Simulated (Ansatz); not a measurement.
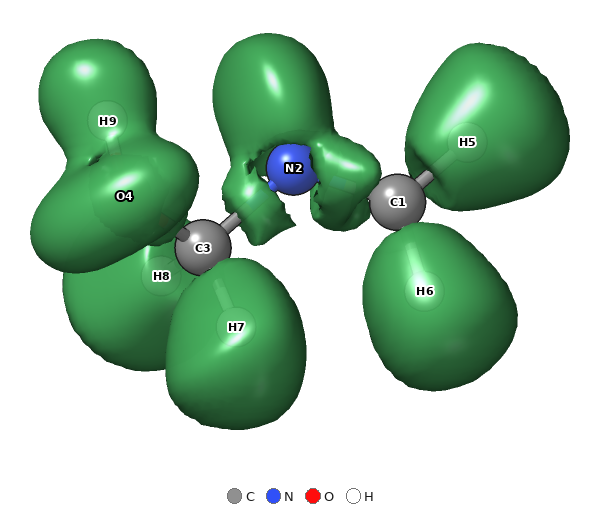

Figure. C2H5NO. Isosurface of the electron localisation function at 0.75 (green), seen at a tilt. Only the valence region is drawn (cores and ρ < 0.01 e/Å³ removed).

Method: RKS PBE-D4/def2-SVP (Ansatz).

```yaml
atoms:
  - { symbol: C, position_ang: [-1.5255, -0.1345, 0.0924] }
  - { symbol: N, position_ang: [-0.3720, -0.6074, -0.1670] }
  - { symbol: C, position_ang: [0.7714, 0.2860, -0.1662] }
  - { symbol: O, position_ang: [1.8474, -0.2815, 0.5300] }
  - { symbol: H, position_ang: [-2.4081, -0.8052, 0.0817] }
  - { symbol: H, position_ang: [-1.7157, 0.9412, 0.3362] }
  - { symbol: H, position_ang: [0.5614, 1.2736, 0.3140] }
  - { symbol: H, position_ang: [1.0122, 0.4827, -1.2448] }
  - { symbol: H, position_ang: [1.9174, -1.2013, 0.2067] }
```

> Describe the localisation domains.

At this value the surface marks out four regions around hydrogen nuclei, one region on N in which the atom's valence shell and bonds are merged and one joined region spread over several atoms (H, O), in which their bonds and any lone pairs are merged. Profiles from the grid: C–N (1.27 Å): the ELF peaks at about 0.90 between the atoms; a covalent bond. C–O (1.40 Å): the ELF peaks at about 0.90 between the atoms, as expected for a shared but strongly polarised pair.
